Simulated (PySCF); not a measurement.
**EPR calculation, with input and output: C₄H₉O₃Si**

- system: C₄H₉O₃Si, multiplicity 2
- method: UKS B3LYP, pcH-1 on C H O Si, non-relativistic, mean-field spin-orbit, GIAO (PySCF 2.14.0)

It belongs to a series of runs on one base structure; here: H removed from sp3 C.

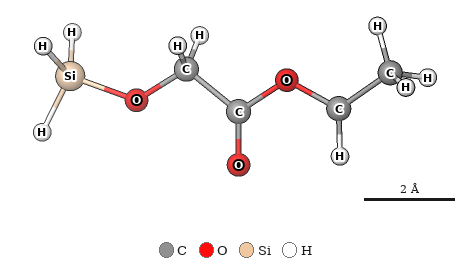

**Figure 1.** The input geometry (ball-and-stick view, seen at a tilt). Bond lengths as drawn: C–C 1.47 to 1.52 Å, C–H 1.08 to 1.10 Å, C–O 1.20 to 1.38 Å, H–Si 1.45 to 1.47 Å and O–Si 1.62 Å.

## The input
```
{"job": {"kind": "epr", "basis": "pcH-1"}, "charge": 0, "multiplicity": 2}
C      3.644800    -0.374664    -0.168256
C      2.296374    -0.719070    -0.652003
O      1.237582    -0.128776    -0.060916
C     -0.018310    -0.419484    -0.477001
O     -0.265356    -1.191635    -1.367886
C     -1.019294     0.372602     0.349049
O     -2.308285     0.092484    -0.059702
Si    -3.719139     0.668228     0.493208
H      4.253362     0.046137    -0.972407
H      4.169206    -1.262707     0.193147
H      3.572207     0.349193     0.638792
H      2.104208    -1.414386    -1.451676
H     -0.790750     1.441979     0.234370
H     -0.874849     0.114994     1.408225
H     -4.622767    -0.048058    -0.385328
H     -3.777495     2.128454     0.356563
H     -3.888491     0.356740     1.917539
```

The first line tells a small driver script what to run in PySCF; the rest is the geometry in Å.

Machine: 1 CPU thread, shared host.

Command:
```bash
OMP_NUM_THREADS=1 python <driver script> task.json out
```

## Log
```
UKS, coarse grid
  cycle   1  E = -672.76316154  |g| = 8.37e-01
  cycle   2  E = -671.97813391  |g| = 1.66e+00
  cycle   3  E = -672.98270463  |g| = 2.71e-01
  cycle   4  E = -673.00598669  |g| = 1.19e-01
  cycle   5  E = -673.01042254  |g| = 2.36e-02
  cycle   6  E = -673.01065565  |g| = 6.95e-03
  cycle   7  E = -673.01067846  |g| = 1.94e-03
  cycle   8  E = -673.01067987  |g| = 1.34e-03
  cycle   9  E = -673.01068136  |g| = 4.39e-04
UKS, final grid
  cycle   1  E = -673.01068420  |g| = 7.20e-04
  cycle   2  E = -673.01068383  |g| = 1.30e-03
  cycle   3  E = -673.01068440  |g| = 1.49e-04
  cycle   4  E = -673.01068440  |g| = 4.88e-05
  cycle   5  E = -673.01068441  |g| = 3.33e-05
  cycle   6  E = -673.01068441  |g| = 5.14e-06
E = -673.01068441 Eh   <S^2> = 0.7540 (exact 0.7500)
g shifts (ppm)      1          2          3
  rmc          -174       -174       -174
  gc             -2         44         36
  oz_so         -25        556       1407
  total        -201        427       1269
hyperfine (MHz)  atom isotope    a_iso     a_fc   dipolar eigenvalues
    0   13C     -33.71     -33.73     -2.18      0.76      1.42
    1   13C      91.35      91.43    -81.77    -79.28    161.04
    2   17O      -5.82      -5.87    -27.29     12.73     14.56
    3   13C       5.26       5.29     -5.85     -3.31      9.16
    4   17O      -2.92      -2.92    -15.54      7.24      8.30
    5   13C      -4.70      -4.70     -0.70      0.09      0.62
    6   17O       0.47       0.47     -0.13     -0.01      0.14
    7  29Si       0.25       0.25     -0.09      0.03      0.06
    8    1H     106.81     106.81     -5.04     -3.76      8.80
    9    1H     107.52     107.52     -5.05     -3.76      8.81
   10    1H       2.77       2.76     -4.58     -3.74      8.33
   11    1H     -66.57     -66.59    -36.58     -0.53     37.10
   12    1H       9.95       9.95     -1.76     -1.34      3.10
   13    1H       9.96       9.96     -1.76     -1.33      3.09
   14    1H      -0.03      -0.03     -0.27     -0.27      0.55
   15    1H      -0.04      -0.04     -0.29     -0.29      0.59
   16    1H      -0.04      -0.04     -0.29     -0.29      0.59
```

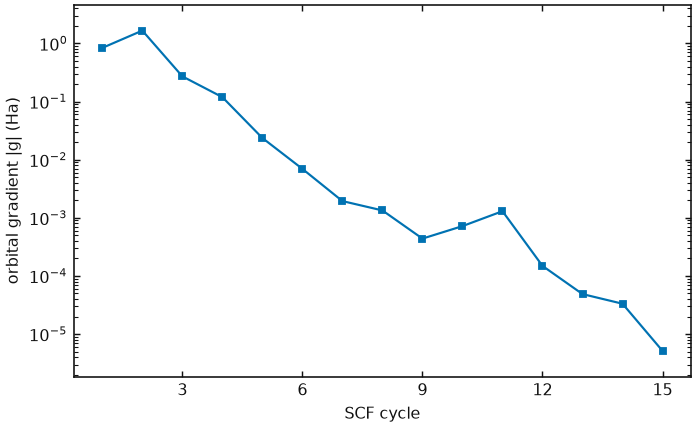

**Figure 2.** Convergence of the self-consistent field: orbital gradient |g| against the SCF cycle. All cycles printed in the log are drawn one after another.

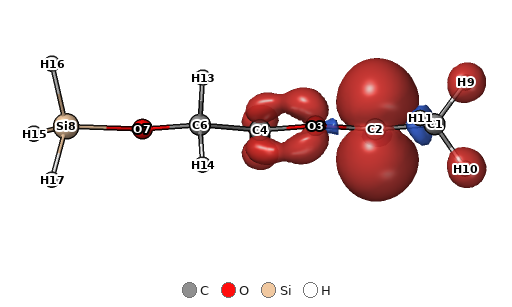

**Figure 3.** Isosurfaces of the spin density (α minus β) at +0.03 (red) and −0.03 e/Å³ (blue), seen from the side. The unpaired spin (1 electron) lies mostly on C2 (about 0.6) and O3 (about 0.1), in electrons by Hirshfeld's partition.

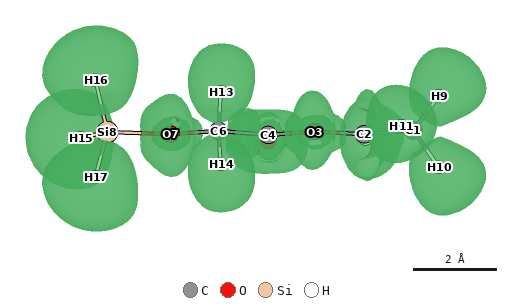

**Figure 4.** Isosurface of the electron localisation function at 0.75 (green), seen from the side. Only the valence region is drawn (cores and ρ < 0.01 e/Å³ removed). Values along the shortest contacts: C–O (1.20 Å): the ELF peaks at about 0.85 between the atoms; a double or triple bond.

## Results in brief

| quantity | value |
| --- | --- |
| outcome | converged |
| total energy | −673.010684 hartree |
| ⟨S²⟩ | 0.754 |
| isotropic g | 2.0028 |
| wall time | 98 s |
| peak memory | 1.1 GiB |
